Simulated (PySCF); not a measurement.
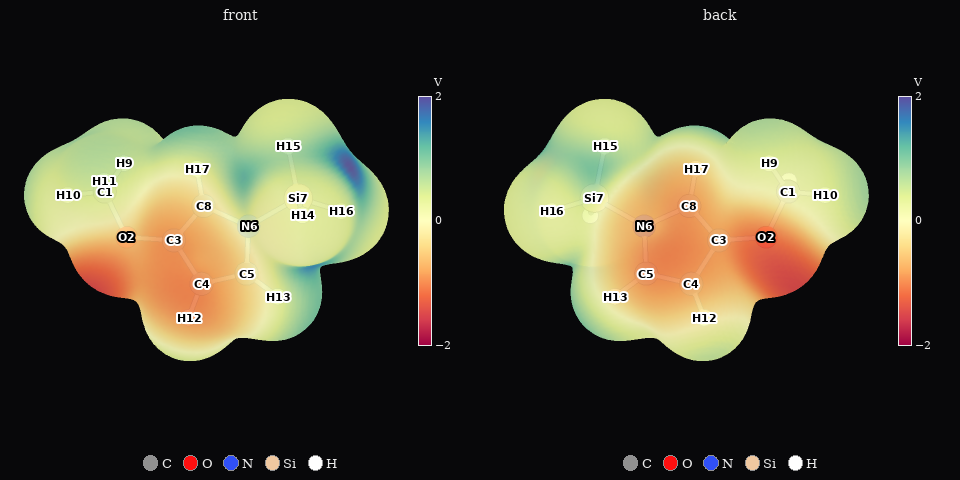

Figure 1: C$_{5}$H$_{9}$NOSi (SMILES COc1ccn([SiH3])c1). The molecular electrostatic potential painted on the density surface at 0.002 e/bohr³, seen from the front and from behind; red is negative and blue positive.

Geometry: GFN2-xTB.

Computed with PBE0/pcSseg-1, SCF density, gas phase, non-relativistic in PySCF.

```json
{"atom": "C", "x (Å)": "-2.9421", "y (Å)": "0.4077", "z (Å)": "0.0579"}
{"atom": "O", "x (Å)": "-2.2404", "y (Å)": "-0.8069", "z (Å)": "-0.0084"}
{"atom": "C", "x (Å)": "-0.8807", "y (Å)": "-0.7002", "z (Å)": "-0.0288"}
{"atom": "C", "x (Å)": "-0.0206", "y (Å)": "-1.8296", "z (Å)": "-0.1006"}
{"atom": "C", "x (Å)": "1.2517", "y (Å)": "-1.3479", "z (Å)": "-0.1060"}
{"atom": "N", "x (Å)": "1.2349", "y (Å)": "0.0176", "z (Å)": "-0.0451"}
{"atom": "Si", "x (Å)": "2.6378", "y (Å)": "1.0517", "z (Å)": "0.0434"}
{"atom": "C", "x (Å)": "-0.0860", "y (Å)": "0.4097", "z (Å)": "0.0062"}
{"atom": "H", "x (Å)": "-2.7242", "y (Å)": "1.0425", "z (Å)": "-0.8084"}
{"atom": "H", "x (Å)": "-3.9999", "y (Å)": "0.1490", "z (Å)": "0.0612"}
{"atom": "H", "x (Å)": "-2.6978", "y (Å)": "0.9597", "z (Å)": "0.9725"}
{"atom": "H", "x (Å)": "-0.3350", "y (Å)": "-2.8523", "z (Å)": "-0.1438"}
{"atom": "H", "x (Å)": "2.1836", "y (Å)": "-1.8762", "z (Å)": "-0.1507"}
{"atom": "H", "x (Å)": "3.2154", "y (Å)": "0.9585", "z (Å)": "1.3869"}
{"atom": "H", "x (Å)": "2.1487", "y (Å)": "2.3986", "z (Å)": "-0.2369"}
{"atom": "H", "x (Å)": "3.5798", "y (Å)": "0.5793", "z (Å)": "-0.9701"}
{"atom": "H", "x (Å)": "-0.3323", "y (Å)": "1.4507", "z (Å)": "0.0606"}
```

**Describe the electrostatic potential map.**

The most negative region (about −1.5 V, or −35 kcal/mol for a unit charge) lies over O2, the most positive (about +1.8 V, or +42 kcal/mol for a unit charge) over Si7. O2 is the likeliest acceptor of a hydrogen bond.
